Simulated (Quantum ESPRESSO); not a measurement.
CoPd2O2: workfunction calculation (part 2 of 3)

The same run, continued: CoPd2O2 (slab, 5 atoms in the cell); Kohn-Sham DFT of a periodic cell, PBE, SG15 PBE 1.2, spin-polarised (Quantum ESPRESSO 7.5); cutoff 1197.3 eV, 11×11×1 k-mesh, fermi-dirac of 0.05 eV, collinear spins. The structure derives from an entry of the Crystallography Open Database.

Geometry of the input (Å; fractional positions):
```
2.8450  -0.0000  0.0000
-1.4225  2.4638  0.0000
0.0000  0.0000  20.9600
Pd 0.6667  0.3333  0.3578
O  0.6667  0.3333  0.4535
Co 0.0000  0.0000  0.5000
O  0.3333  0.6667  0.5465
Pd 0.3333  0.6667  0.6422
```

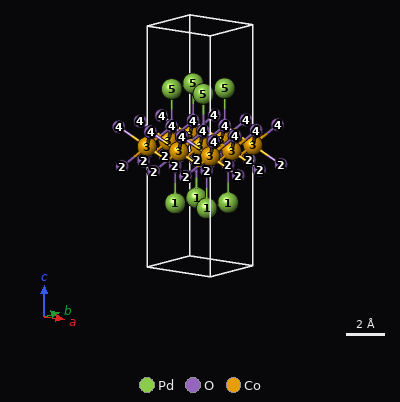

Fig. 1: The structure as given in the input (ball-and-stick view of the 2 × 2 repeat of the cell, with the vacuum cut short, seen slightly off an axis; bonded neighbours outside the cell are drawn too; atoms are numbered from 1 in the order of the input). An atom can appear more than once, as a periodic image.

Output, continued:
```
   -92.1982 -80.6860 -80.6860 -55.5712 -55.4673 -55.4560 -46.6909 -46.6909
   -46.2622 -46.2622 -46.2276 -46.2276 -17.1609 -15.7697  -4.3017  -3.2994
    -2.5048  -1.2263  -1.1247  -0.4775  -0.4369  -0.3116   0.8923   0.9019
     1.5855   1.6105   1.6359   1.6764   1.9193   2.1012   2.2620   2.3886
     2.6880   3.3481   3.7047   4.8123   4.9958   7.9467   8.2996   8.9116
    10.0005  10.3863  11.9582  13.0117  14.3187  15.0954

          k = 0.1353 0.3905 0.0000 ( 13793 PWs)   bands (ev):

   -92.1967 -80.6805 -80.6805 -55.5687 -55.4835 -55.4609 -46.6845 -46.6845
   -46.3124 -46.3124 -46.2434 -46.2434 -16.8458 -15.7468  -3.9928  -3.6180
    -2.4591  -1.8861  -1.1234  -0.8167  -0.0381   0.1252   0.8193   0.8811
     1.3229   1.3947   1.9990   2.0051   2.0883   2.2384   2.3183   2.5939
     2.6932   3.4762   3.9460   4.8486   4.8988   8.7344   8.9851   9.7929
    10.7884  11.3815  12.9062  13.7671  15.3071  15.7390

          k = 0.1353 0.5467 0.0000 ( 13841 PWs)   bands (ev):

   -92.1949 -80.6745 -80.6745 -55.5659 -55.5010 -55.4663 -46.6775 -46.6775
   -46.3666 -46.3666 -46.2606 -46.2606 -16.4654 -15.7369  -3.9341  -3.6475
    -2.7415  -2.2380  -1.3061  -1.1012  -0.0870  -0.0447   0.9539   1.1084
     1.3711   1.7957   1.9687   2.0113   2.1920   2.4853   2.6255   2.9066
     3.0465   3.7313   4.4452   5.0083   5.2640   9.8434   9.9911  10.9908
    11.8495  12.6665  14.0400  14.1992  14.9460  15.2479

          k = 0.1353 0.7029 0.0000 ( 13845 PWs)   bands (ev):

   -92.1936 -80.6699 -80.6699 -55.5637 -55.5143 -55.4704 -46.6722 -46.6722
   -46.4077 -46.4077 -46.2737 -46.2737 -16.1171 -15.7675  -4.2683  -3.5512
    -2.7533  -2.2944  -1.5906  -1.2832  -0.2895  -0.2800   0.7133   1.0247
     1.7005   1.9111   2.0362   2.3769   2.5109   2.6049   2.6583   2.9937
     3.2440   4.5325   4.8352   5.9967   6.2016  10.7780  10.8363  12.0435
    12.3140  12.7500  13.5842  13.9533  15.0016  15.4312

          k = 0.1353 0.8591 0.0000 ( 13846 PWs)   bands (ev):

   -92.1931 -80.6682 -80.6682 -55.5629 -55.5193 -55.4719 -46.6702 -46.6702
   -46.4230 -46.4230 -46.2786 -46.2786 -15.8886 -15.8724  -4.4541  -3.4992
    -2.6497  -2.3316  -1.7585  -1.3283  -0.3696  -0.3693   0.6213   0.9939
     1.7308   1.8821   2.0914   2.3495   2.4982   2.9060   2.9496   3.0459
     3.1214   4.8258   4.8770   7.2128   7.2301   9.7543   9.7664  13.0888
    13.3936  13.4160  13.7044  14.2902  14.5710  15.0330

          k = 0.2705 0.4686 0.0000 ( 13834 PWs)   bands (ev):

   -92.1951 -80.6752 -80.6752 -55.5662 -55.4964 -55.4681 -46.6784 -46.6783
   -46.3523 -46.3523 -46.2662 -46.2662 -16.5200 -15.7325  -3.7477  -3.7424
    -2.7312  -2.1173  -1.4858  -1.1098   0.5158   0.5375   0.5959   0.7566
     1.1157   1.3198   1.8947   1.9266   2.1593   2.5049   2.5212   3.0388
     3.0750   3.9221   4.1385   5.0780   5.1635   9.6928   9.8483  10.8188
    11.7280  12.5191  13.9726  14.5858  16.0965  16.3472

          k = 0.2705 0.6248 0.0000 ( 13867 PWs)   bands (ev):

   -92.1938 -80.6704 -80.6704 -55.5639 -55.5072 -55.4757 -46.6727 -46.6727
   -46.3860 -46.3860 -46.2899 -46.2899 -16.1848 -15.7366  -3.8951  -3.6413
    -2.7985  -2.3232  -1.8237  -1.3411   0.2840   0.2916   0.9049   1.0353
     1.2984   1.6213   1.7917   1.8551   2.1541   2.4177   2.5262   3.1141
     3.3020   4.4621   4.6095   6.0579   6.1550  10.9473  10.9992  12.1404
    12.7856  13.5085  13.9826  14.0408  15.1865  15.5707

          k = 0.2705 0.7810 0.0000 ( 13832 PWs)   bands (ev):

   -92.1929 -80.6675 -80.6675 -55.5626 -55.5134 -55.4805 -46.6694 -46.6694
   -46.4051 -46.4051 -46.3049 -46.3049 -15.9293 -15.7853  -4.1313  -3.5352
    -2.6765  -2.4545  -1.9502  -1.5929   0.1340   0.1357   0.7952   1.0619
     1.6999   1.7685   1.7932   2.1599   2.2256   2.3367   2.4283   3.1042
     3.2355   4.6626   4.7557   7.7721   7.8614  10.5935  10.6206  12.9660
    13.0876  13.9536  14.4475  14.6166  15.0269  15.2599

          k = 0.4058 0.7029 0.0000 ( 13834 PWs)   bands (ev):

   -92.1929 -80.6673 -80.6673 -55.5625 -55.5082 -55.4867 -46.6691 -46.6691
   -46.3893 -46.3893 -46.3239 -46.3239 -15.9472 -15.7505  -3.7735  -3.6641
    -2.7369  -2.5312  -2.2367  -1.5187   0.6383   0.6480   0.9424   1.0439
     1.3417   1.4806   1.5693   1.7560   2.1189   2.2555   2.3808   3.1315
     3.3106   4.5590   4.7074   7.8770   7.9562  11.8397  11.8808  13.0444
    13.0640  13.0945  13.2769  14.0125  14.9207  15.4587

          k = 0.4058 0.8591 0.0000 ( 13846 PWs)   bands (ev):

   -92.1925 -80.6661 -80.6661 -55.5619 -55.5064 -55.4929 -46.6677 -46.6677
   -46.3841 -46.3841 -46.3430 -46.3430 -15.8232 -15.7887  -3.7652  -3.5461
    -2.9474  -2.4655  -2.3541  -1.6210   0.7424   0.7461   0.9991   1.1014
     1.4218   1.4363   1.5193   1.7499   2.0802   2.1838   2.2414   3.1823
     3.2390   4.6058   4.6628   9.7891   9.7974  10.4630  10.4864  12.4213
    12.4247  14.5497  14.5620  14.7986  14.9726  15.7379

 ------ SPIN DOWN ----------

          k = 0.0000 0.0000 0.0000 ( 13655 PWs)   bands (ev):

   -91.9268 -80.4035 -80.4035 -55.1902 -55.1902 -55.0546 -46.2007 -46.2007
   -45.8935 -45.8935 -45.8935 -45.8935 -17.3281 -15.6715  -4.3993  -2.4725
    -2.4725  -1.5425  -1.0072  -0.9608   0.3947   0.3947   1.4377   1.4377
     1.4441   1.4441   2.1332   2.1332   2.2445   2.5224   2.5224   2.8803
     2.8803   3.3422   3.6864   5.4111   5.4111   7.4837   8.0146   8.2356
     9.5060   9.6866  11.2334  12.5478  13.5367  14.6110

          k = 0.0000 0.1562 0.0000 ( 13710 PWs)   bands (ev):

   -91.9262 -80.4017 -80.4017 -55.1958 -55.1915 -55.0537 -46.1986 -46.1986
   -45.9109 -45.9109 -45.8978 -45.8978 -17.2345 -15.6613  -4.2938  -2.8165
    -2.4235  -1.1707  -0.8456  -0.7578  -0.0393   0.1941   1.3498   1.3518
     1.5891   1.5918   2.0758   2.2196   2.2214   2.3825   2.5020   2.7119
     2.9094   3.5855   3.8809   5.2343   5.3629   7.7157   8.1874   8.5059
     9.7460   9.9561  11.5194  12.7501  13.8562  14.8177

          k = 0.0000 0.3124 0.0000 ( 13776 PWs)   bands (ev):

   -91.9249 -80.3969 -80.3969 -55.2107 -55.1951 -55.0514 -46.1929 -46.1928
   -45.9573 -45.9573 -45.9093 -45.9093 -16.9726 -15.6370  -4.0093  -3.2829
    -2.2939  -1.2861  -0.8418  -0.2116  -0.1268  -0.1006   1.2391   1.2475
     1.7409   1.8230   2.0023   2.0073   2.2938   2.4531   2.5169   2.6119
     2.9976   3.8416   4.2138   5.0391   5.2707   8.3347   8.6958   9.2310
    10.3732  10.7475  12.2975  13.3386  14.7008  15.3783

          k = 0.0000 0.4686 0.0000 ( 13810 PWs)   bands (ev):

   -91.9230 -80.3906 -80.3906 -55.2303 -55.1997 -55.0484 -46.1853 -46.1853
   -46.0178 -46.0178 -45.9244 -45.9244 -16.5988 -15.6155  -3.7414  -3.5400
    -2.2438  -2.1361  -0.8807  -0.5874   0.0627   0.1078   1.3403   1.4368
     1.6506   1.9969   2.2627   2.3871   2.4936   2.5939   2.6018   2.8470
     3.0208   3.7789   4.5933   5.2402   5.3018   9.2800   9.5266  10.2786
    11.2987  11.9276  13.3894  14.1406  15.7184  15.8164

          k = 0.0000 0.6248 0.0000 ( 13816 PWs)   bands (ev):

   -91.9214 -80.3848 -80.3848 -55.2482 -55.2040 -55.0456 -46.1784 -46.1784
   -46.0731 -46.0731 -45.9382 -45.9382 -16.2030 -15.6230  -4.0382  -3.4108
    -2.6182  -2.0231  -1.2355  -0.8190  -0.1346  -0.1141   1.0063   1.2417
     1.9806   2.2203   2.3562   2.7687   2.8790   3.2020   3.2039   3.2158
     3.2699   4.0900   5.1952   5.2957   5.7945  10.4757  10.6040  11.5982
    12.3565  13.1825  13.2299  13.7731  14.5677  15.3514

          k = 0.0000 0.7810 0.0000 ( 13866 PWs)   bands (ev):

   -91.9204 -80.3813 -80.3813 -55.2588 -55.2065 -55.0440 -46.1743 -46.1743
   -46.1058 -46.1058 -45.9465 -45.9465 -15.8844 -15.6967  -4.3874  -3.3632
    -2.4569  -1.9853  -1.6156  -0.9001  -0.2955  -0.2786   0.8027   1.1510
     1.9716   2.1890   2.4016   2.6927   2.7959   3.5491   3.5963   3.5967
     3.7767   5.0931   5.3563   6.3512   6.5320  10.3695  10.3918  12.4515
    12.7365  13.2438  13.8749  14.1502  14.6238  15.1876

          k = 0.1353 0.2343 0.0000 ( 13762 PWs)   bands (ev):

   -91.9253 -80.3984 -80.3984 -55.2057 -55.1943 -55.0521 -46.1947 -46.1946
   -45.9418 -45.9418 -45.9068 -45.9068 -17.0567 -15.6440  -4.0975  -3.1622
    -2.3502  -0.9868  -0.8923  -0.2988  -0.1729  -0.1625   1.1775   1.1865
     1.8733   1.9071   1.9164   1.9566   2.2985   2.3294   2.5596   2.6832
     2.9161   3.8445   4.1041   5.0669   5.2663   8.1383   8.5282   9.0036
    10.1770  10.4903  12.0532  13.1494  14.4407  15.2054

          k = 0.1353 0.3905 0.0000 ( 13793 PWs)   bands (ev):

   -91.9237 -80.3928 -80.3928 -55.2221 -55.1992 -55.0495 -46.1880 -46.1880
   -45.9926 -45.9926 -45.9227 -45.9227 -16.7386 -15.6203  -3.7763  -3.4869
    -2.2889  -1.7848  -0.8079  -0.6441   0.2698   0.3360   1.1191   1.1445
     1.5535   1.6090   2.2295   2.3051   2.3794   2.5676   2.6644   2.8428
     2.9555   3.9507   4.3686   5.1549   5.2146   8.9184   9.2014   9.8825
    10.9545  11.4943  13.0026  13.8959  15.4322  15.8541

          k = 0.1353 0.5467 0.0000 ( 13841 PWs)   bands (ev):

   -91.9219 -80.3868 -80.3868 -55.2399 -55.2047 -55.0466 -46.1808 -46.1808
   -46.0475 -46.0475 -45.9401 -45.9401 -16.3538 -15.6100  -3.7926  -3.4572
    -2.5842  -2.0718  -1.0607  -0.9391   0.1873   0.2029   1.1938   1.3131
     1.7305   2.0804   2.1749   2.2728   2.4575   2.8082   2.9098   3.3745
     3.4191   4.0554   4.7959   5.3516   5.5967  10.0243  10.1926  11.0759
    12.0139  12.7867  14.1458  14.3372  15.0994  15.3988

          k = 0.1353 0.7029 0.0000 ( 13845 PWs)   bands (ev):

   -91.9206 -80.3821 -80.3821 -55.2534 -55.2088 -55.0444 -46.1753 -46.1753
   -46.0892 -46.0892 -45.9534 -45.9534 -16.0004 -15.6418  -4.1482  -3.3938
    -2.5370  -2.0833  -1.3815  -1.1658  -0.0317  -0.0302   0.9322   1.2097
     2.0185   2.1266   2.2640   2.7299   2.7746   2.9352   2.9398   3.6117
     3.8226   4.8590   5.2125   6.1638   6.4008  11.0170  11.0724  12.1937
    12.5070  12.8234  13.6951  14.0568  15.0858  15.5690

          k = 0.1353 0.8591 0.0000 ( 13846 PWs)   bands (ev):

   -91.9201 -80.3804 -80.3804 -55.2584 -55.2104 -55.0435 -46.1732 -46.1732
   -46.1047 -46.1047 -45.9584 -45.9584 -15.7698 -15.7471  -4.3400  -3.3505
    -2.4112  -2.0999  -1.5777  -1.2185  -0.1208  -0.1166   0.8330   1.1736
     2.0347   2.0974   2.2933   2.6308   2.7715   3.2569   3.2669   3.6603
     3.8354   5.2175   5.2727   7.2600   7.2740  10.0847  10.1010  13.1826
    13.5310  13.5545  13.8448  14.3947  14.6549  15.1504

          k = 0.2705 0.4686 0.0000 ( 13834 PWs)   bands (ev):

   -91.9222 -80.3875 -80.3875 -55.2351 -55.2065 -55.0469 -46.1817 -46.1817
   -46.0331 -46.0331 -45.9458 -45.9458 -16.4092 -15.6055  -3.6156  -3.5292
    -2.5655  -2.0177  -1.2579  -0.8717   0.7813   0.8026   0.9401   1.0104
     1.3505   1.4978   2.0963   2.1940   2.4128   2.8356   2.8498   3.4672
     3.4717   4.2846   4.4792   5.4222   5.4937   9.8716  10.0515  10.9041
    11.8907  12.6416  14.0724  14.7106  16.2508  16.4695

          k = 0.2705 0.6248 0.0000 ( 13867 PWs)   bands (ev):

   -91.9208 -80.3826 -80.3826 -55.2462 -55.2142 -55.0446 -46.1759 -46.1759
   -46.0672 -46.0672 -45.9698 -45.9698 -16.0694 -15.6100  -3.7588  -3.4813
    -2.5923  -2.1760  -1.6183  -1.1559   0.5439   0.5507   1.1220   1.2429
     1.6445   1.8962   1.9941   2.0874   2.3977   2.7446   2.7724   3.7361
     3.8697   4.8169   4.9685   6.2893   6.3950  11.1335  11.1972  12.2353
    12.9783  13.6893  14.0784  14.1867  15.2803  15.6923

          k = 0.2705 0.7810 0.0000 ( 13832 PWs)   bands (ev):

   -91.9199 -80.3797 -80.3797 -55.2524 -55.2190 -55.0432 -46.1724 -46.1724
   -46.0866 -46.0866 -45.9850 -45.9850 -15.8095 -15.6603  -4.0111  -3.3821
    -2.4701  -2.2284  -1.7797  -1.4476   0.3877   0.3902   1.0015   1.2495
     1.9140   1.9881   2.0815   2.4600   2.5104   2.6249   2.7109   3.7672
     3.8661   5.0671   5.1538   7.9048   8.0019  10.8658  10.8994  13.1049
    13.2401  14.0339  14.5665  14.7351  15.1643  15.3879

          k = 0.4058 0.7029 0.0000 ( 13834 PWs)   bands (ev):

   -91.9198 -80.3795 -80.3795 -55.2471 -55.2253 -55.0431 -46.1721 -46.1721
   -46.0705 -46.0705 -46.0042 -46.0042 -15.8279 -15.6248  -3.6304  -3.5270
    -2.5955  -2.3166  -1.9850  -1.3897   0.8898   0.9016   1.1445   1.2565
     1.6506   1.7456   1.7660   1.9670   2.3535   2.6379   2.6401   3.8001
     3.9063   4.9708   5.1068   8.0571   8.1445  12.0990  12.1380  13.1582
    13.1844  13.2450  13.4622  14.0822  15.0457  15.5606

          k = 0.4058 0.8591 0.0000 ( 13846 PWs)   bands (ev):

   -91.9195 -80.3783 -80.3783 -55.2453 -55.2316 -55.0425 -46.1707 -46.1707
   -46.0652 -46.0652 -46.0236 -46.0236 -15.7014 -15.6643  -3.6342  -3.3898
    -2.8451  -2.2033  -2.0934  -1.5258   0.9949   1.0002   1.2041   1.3065
     1.6283   1.6741   1.7600   1.9590   2.3303   2.5563   2.5992   3.8281
     3.8531   5.0256   5.0745   9.8926   9.8998  10.7602  10.7881  12.5879
    12.5982  14.6792  14.6910  14.9346  15.1268  15.8096

     the Fermi energy is     3.4307 ev

!    total energy              =    -841.49295958 Ry
     estimated scf accuracy    <          4.8E-09 Ry
     smearing contrib. (-TS)   =      -0.00188007 Ry
     internal energy E=F+TS    =    -841.49107950 Ry

     The total energy is F=E-TS. E is the sum of the following terms:
     one-electron contribution =   -5776.72450478 Ry
     hartree contribution      =    2894.74052330 Ry
     xc contribution           =     -91.10654589 Ry
     ewald contribution        =    2131.59944787 Ry

     total magnetization       =     1.43 Bohr mag/cell
     absolute magnetization    =     1.53 Bohr mag/cell

     convergence has been achieved in  20 iterations

     Forces acting on atoms (cartesian axes, Ry/au):

     atom    1 type  1   force =     0.00000000    0.00000000   -0.02741343
     atom    2 type  2   force =    -0.00000000   -0.00000000    0.01964961
     atom    3 type  3   force =    -0.00000000    0.00000000    0.00000000
     atom    4 type  2   force =     0.00000000    0.00000000   -0.01964961
     atom    5 type  1   force =     0.00000000    0.00000000    0.02741343

     Total force =     0.047699     Total SCF correction =     0.000255

=------------------------------------------------------------------------------=
   JOB DONE.
=------------------------------------------------------------------------------=
```

File pp_density.out:
```
This program is part of the open-source Quantum ESPRESSO suite
     for quantum simulation of materials; please cite
         "P. Giannozzi et al., J. Phys.:Condens. Matter 21 395502 (2009);
         "P. Giannozzi et al., J. Phys.:Condens. Matter 29 465901 (2017);
         "P. Giannozzi et al., J. Chem. Phys. 152 154105 (2020);
          URL
     in publications or presentations arising from this work. More details at

     ./tmp/pwscf.save/

     IMPORTANT: XC functional enforced from input :
     Exchange-correlation= PBE
                           (   1   4   3   4   0   0   0)
     Any further DFT definition will be discarded
     Please, verify this is what you really want

     G-vector sticks info
     --------------------
     sticks:   dense  smooth     PW     G-vecs:    dense   smooth      PW
     Sum         703     703    199               110475   110475   17389

     Using Slab Decomposition

     Calling punch_plot, plot_num =   0
     Writing data to file  density.dat
     Reading data from file  density.dat

     Writing data to be plotted to file density.cube
     Plot Type: 3D                     Output format: Gaussian cube

=------------------------------------------------------------------------------=
   JOB DONE.
=------------------------------------------------------------------------------=
```

File pp_potential.out:
```
This program is part of the open-source Quantum ESPRESSO suite
     for quantum simulation of materials; please cite
         "P. Giannozzi et al., J. Phys.:Condens. Matter 21 395502 (2009);
         "P. Giannozzi et al., J. Phys.:Condens. Matter 29 465901 (2017);
         "P. Giannozzi et al., J. Chem. Phys. 152 154105 (2020);
          URL
     in publications or presentations arising from this work. More details at

     ./tmp/pwscf.save/

     IMPORTANT: XC functional enforced from input :
     Exchange-correlation= PBE
                           (   1   4   3   4   0   0   0)
     Any further DFT definition will be discarded
     Please, verify this is what you really want

     G-vector sticks info
     --------------------
     sticks:   dense  smooth     PW     G-vecs:    dense   smooth      PW
     Sum         703     703    199               110475   110475   17389

     Using Slab Decomposition

     Calling punch_plot, plot_num =  11
     Writing data to file  potential.dat
     Reading data from file  potential.dat

     Writing data to be plotted to file potential.cube
     Plot Type: 3D                     Output format: Gaussian cube

=------------------------------------------------------------------------------=
   JOB DONE.
=------------------------------------------------------------------------------=
```

File pp_spin.out:
```
This program is part of the open-source Quantum ESPRESSO suite
     for quantum simulation of materials; please cite
         "P. Giannozzi et al., J. Phys.:Condens. Matter 21 395502 (2009);
         "P. Giannozzi et al., J. Phys.:Condens. Matter 29 465901 (2017);
         "P. Giannozzi et al., J. Chem. Phys. 152 154105 (2020);
          URL
     in publications or presentations arising from this work. More details at

     ./tmp/pwscf.save/

     IMPORTANT: XC functional enforced from input :
     Exchange-correlation= PBE
                           (   1   4   3   4   0   0   0)
     Any further DFT definition will be discarded
     Please, verify this is what you really want

     G-vector sticks info
     --------------------
     sticks:   dense  smooth     PW     G-vecs:    dense   smooth      PW
     Sum         703     703    199               110475   110475   17389

     Using Slab Decomposition

     Calling punch_plot, plot_num =   6
     Writing data to file  spin.dat
     Reading data from file  spin.dat

     Writing data to be plotted to file spin.cube
     Plot Type: 3D                     Output format: Gaussian cube

=------------------------------------------------------------------------------=
   JOB DONE.
=------------------------------------------------------------------------------=
```

File pp_elf.out:
```
This program is part of the open-source Quantum ESPRESSO suite
     for quantum simulation of materials; please cite
         "P. Giannozzi et al., J. Phys.:Condens. Matter 21 395502 (2009);
         "P. Giannozzi et al., J. Phys.:Condens. Matter 29 465901 (2017);
         "P. Giannozzi et al., J. Chem. Phys. 152 154105 (2020);
          URL
     in publications or presentations arising from this work. More details at

     ./tmp/pwscf.save/

     IMPORTANT: XC functional enforced from input :
     Exchange-correlation= PBE
                           (   1   4   3   4   0   0   0)
     Any further DFT definition will be discarded
     Please, verify this is what you really want

     G-vector sticks info
     --------------------
     sticks:   dense  smooth     PW     G-vecs:    dense   smooth      PW
     Sum         703     703    199               110475   110475   17389

     Using Slab Decomposition

     Calling punch_plot, plot_num =   8
     Message from routine do_elf_kin:
     elf/kin + US not fully implemented
     Writing data to file  elf.dat
     Reading data from file  elf.dat

     Writing data to be plotted to file elf.cube
     Plot Type: 3D                     Output format: Gaussian cube

=------------------------------------------------------------------------------=
   JOB DONE.
=------------------------------------------------------------------------------=
```
